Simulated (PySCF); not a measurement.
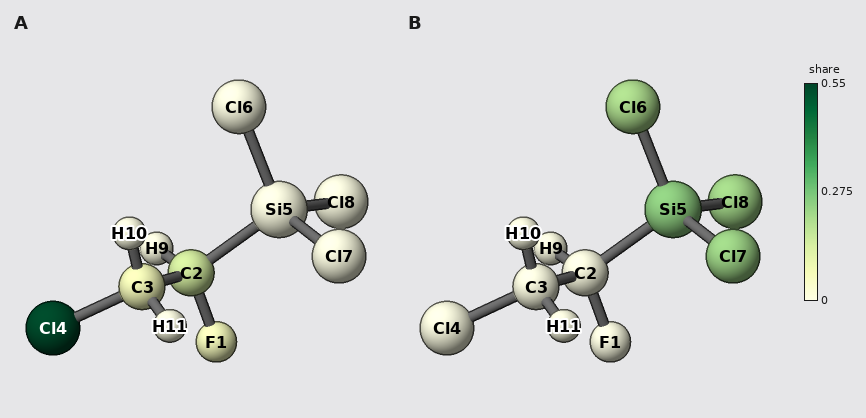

Each panel colours the atoms by their Löwdin share in one orbital (up to four of the largest shares; other atoms are shown as zero). Computed geometry: GFN2-xTB optimisation. No frequency run is at hand to confirm it as a minimum. Computed with CAM-B3LYP/def2-SVPD (PySCF 2.14.0).

**The panels show the HOMO, LUMO, in some order. Which is which?**

A: HOMO, −10.11 eV; Cl4 0.54, C2 0.14, C3 0.07, F1 0.06
B: LUMO, 0.27 eV; Si5 0.24, Cl7 0.22, Cl8 0.22, Cl6 0.20

The geometry is semi-empirical. Around Si such bond lengths and angles can be off by a tenth of an ångström or more and by several degrees, and values that hang on the shape move with them.
